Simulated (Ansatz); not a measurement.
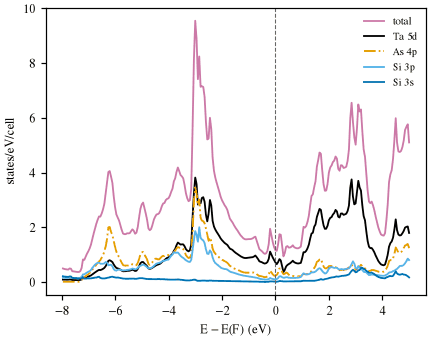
Figure: Total and projected density of states of TaSiAs in space group P4/nmm (No. 129; Ta on 2c, Si on 2a, As on 2c), DFT-r²SCAN in the program Ansatz with PAW potentials

**Question.** Which orbitals carry the states next to the Fermi level?

**Answer.** Within 0.5 eV of the Fermi level: Ta 5d 55 %, As 4p 23 %, Si 3p 10 %. Projections are on Löwdin-orthogonalised atomic valence shells; empty p or d shells of many metals are not among them.

**Question.** Where is the tallest occupied peak in this window, and what makes it?

**Answer.** Near -3.0 eV, about 9.5 states/eV per cell; the largest projected share is Ta 5d.

The workflow started from a Materials Project entry (that database holds measured and hypothetical structures alike); the Crystallography Open Database files this formula in space group No. 129, but the cells were not matched. Whether it is the stable phase at ambient conditions was not checked. Symmetry was held in the r²SCAN relaxation; its stability against distortions is not shown here. No spin polarisation was allowed. Spin–orbit coupling is left out wherever it is not named.

Potentials: the earlier of the program's two PAW sets.
